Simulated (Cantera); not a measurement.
Input: 1 mol CuO, 2.2 mol F2, 1.5 mol O2, at 30.0 Pa.

Method: chemical equilibrium by Gibbs-energy minimisation in Cantera with the NASA 1993 tables (ideal gas, pure condensed phases). Candidate condensed phases: Cu, CuF2, CuO, Cu2O; 13 gas species. Kinetics and transport are ignored.

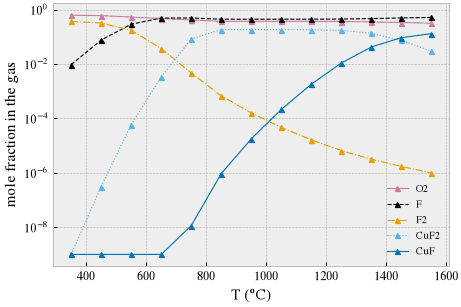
Equilibrium gas composition (values under 1e-9 drawn at 1e-9)

From 352 °C to 752 °C the condensed part is CuF2(s). From 852 °C to 1552 °C nothing is condensed.
